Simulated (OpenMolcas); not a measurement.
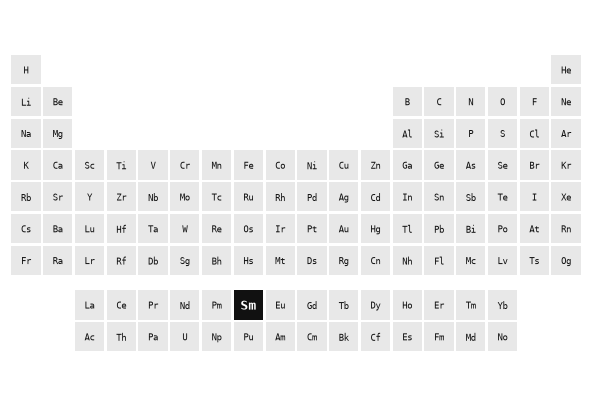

Figure 1. The place of samarium in the periodic table.

**Sm⁴⁺: multiconfigurational calculation**

System: Sm⁴⁺.
Method: state-averaged MS-CASPT2, IPEA shift 0.25, imaginary shift 0.1 hartree, semicore shells correlated, active space 4 electrons in the shell 4f, basis ANO-RCC-VQZP, DKH4 scalar Hamiltonian, spin-orbit coupling by RASSI with atomic mean-field integrals (OpenMolcas).

**Input**
```
&GATEWAY
Coord
1

Sm 0.0 0.0 0.0
Basis=ANO-RCC-VQZP
Group=XYZ
NoMove
AngMom=0.0 0.0 0.0
AMFI
&SEWARD
Relativistic=R04O02
&RASSCF
FileOrb=start.orb
Symmetry=1
Spin=5
nActEl=4 0 0
Inactive=15 12
Ras2=0 7
CIRoot=35 35 1
SDav=35
CIMx=300
Iter=120 100
PrWF=0.3
OrbListing=Nothing
MaxOrb=0
Atom
>>> COPY $Project.JobIph JOB001
&RASSCF
FileOrb=start.orb
Symmetry=1
Spin=3
nActEl=4 0 0
Inactive=15 12
Ras2=0 7
CIRoot=210 210 1
SDav=210
CIMx=300
Iter=120 100
PrWF=0.3
OrbListing=Nothing
MaxOrb=0
Atom
>>> COPY $Project.JobIph JOB002
&RASSCF
FileOrb=start.orb
Symmetry=1
Spin=1
nActEl=4 0 0
Inactive=15 12
Ras2=0 7
CIRoot=196 196 1
SDav=196
CIMx=300
Iter=120 100
PrWF=0.3
OrbListing=Nothing
MaxOrb=0
Atom
>>> COPY $Project.JobIph JOB003
&RASSI
NrOfJobIphs=2 21 15
1 2 3 4 5 6 7 8 9 10 11 12 13 14 15 16 17 18 19 20 21
1 2 3 4 5 6 7 8 9 10 11 12 13 14 15
IphNames
JOB001
JOB002
EJob
SpinOrbit
DIPRint=1.0
SOCoupling=1000.0
Subsets=2
MEES
Property=10
'ANGMOM' 1 'ANGMOM' 2 'ANGMOM' 3 'MLTPL  1' 1 'MLTPL  1' 2 'MLTPL  1' 3
'AMFI' 1 'AMFI' 2 'AMFI' 3 'MLTPL  2' 6
SOProperty=3
'ANGMOM' 1 'ANGMOM' 2 'ANGMOM' 3
>>> COPY JOB001 $Project.JobIph
&CASPT2
Multistate=21 1 2 3 4 5 6 7 8 9 10 11 12 13 14 15 16 17 18 19 20 21
Frozen=34 29
IPEA=0.25
Imaginary=0.1
MaxIter=60
WThr=0.0 0.3 0.05
PrWF=0.5
NoMix
```

The file start.orb holds starting orbitals from an earlier step.

Hardware: 1 CPU thread, shared host.

Command:
```bash
OMP_NUM_THREADS=1 MOLCAS_MEM=2252 MOLCAS_PROJECT=a pymolcas a.inp > a.log  # once for each step of the input, in one work folder
```

**Output (extracts)**
```
|       MOLCAS_SOURCE = [file]
  |    MOLCAS_STRUCTURE = 0
  |
   -----------------------------------------------------------------------------------------
++ ---------   Input file   ---------
>>> COPY JOB001 $Project.JobIph
&CASPT2
Multistate=21 1 2 3 4 5 6 7 8 9 10 11 12 13 14 15 16 17 18 19 20 21
Frozen=34 29
IPEA=0.25
Imaginary=0.1
MaxIter=60
WThr=0.0 0.3 0.05
PrWF=0.5
NoMix
-- ----------------------------------
>>> COPY JOB001 a.JobIph
*** symbolic link created: INPORB -> a.RasOrb
--- Start Module: caspt2 at  ---
()()()()()()()()()()()()()()()()()()()()()()()()()()()()()()()()()()()()()()()()()()()()()()()()()()
                                              &CASPT2
                                   only a single process is used
                       available to each process: 2.3 GB of memory, 1 thread
()()()()()()()()()()()()()()()()()()()()()()()()()()()()()()()()()()()()()()()()()()()()()()()()()()
 ###    WARNING: User changed nr of frozen orbitals.                         ###
 ###    ERROR: Too many frozen orbitals!                                     ###
--- Stop Module: caspt2 at  /rc=_RC_INPUT_ERROR_ ---
.####################.
.# User input error #.
.####################.
```

**Outcome**

- outcome: refused by the program

**What went wrong**

This input holds a deliberate fault: too many frozen. The program refused the input; the driver noted: CASPT2 spin 5: _RC_INPUT_ERROR_.
